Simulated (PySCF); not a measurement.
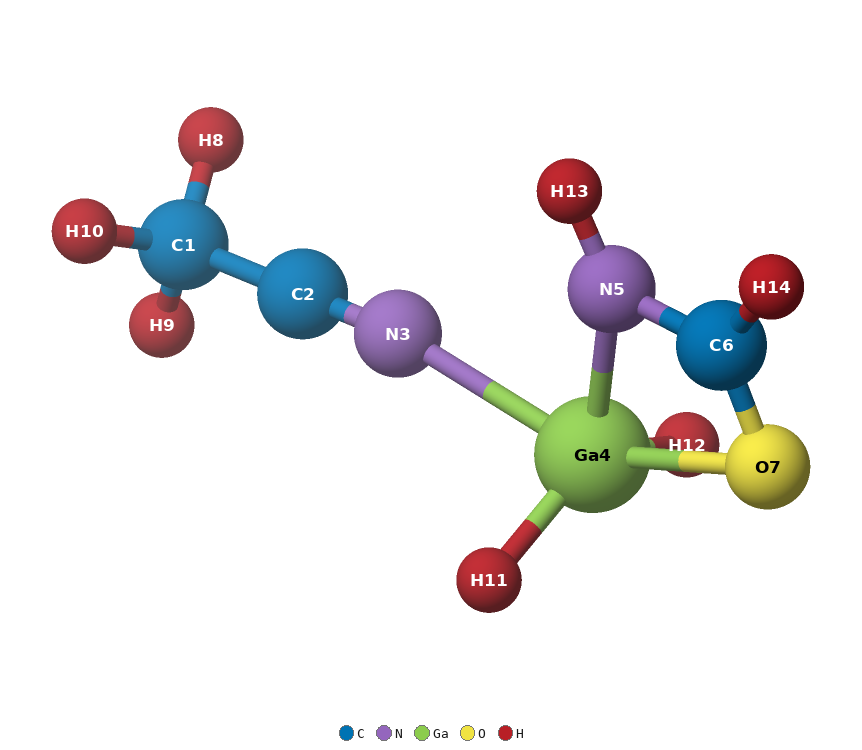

The computed structure is the end point of a PBE0-D3(BJ)/def2-SVP optimisation. No frequency run is at hand to confirm it as a minimum. Properties computed with B3LYP/pcJ-1 (pcSseg-1 on Ga) indirect spin-spin coupling, non-relativistic, gas phase (PySCF 2.14.0). Isotopes: 13C, 1H, 15N, 17O.

Give the spin–spin coupling constants of these pairs, with the number of bonds between them: C1/N3, N3/N5, N3/H12, N3/H11, N5/H14, N5/H12, N3/H10, N3/H9.

| pair | bonds apart | J (Hz) |
| --- | --- | --- |
| C1, N3 | 2 | 2.4 |
| N3, N5 | 2 | 3.1 |
| N3, H12 | 2 | −7.9 |
| N3, H11 | 2 | −7.8 |
| N5, H14 | 2 | −8.8 |
| N5, H12 | 2 | −3.5 |
| N3, H10 | 3 | −2.2 |
| N3, H9 | 3 | −2.2 |
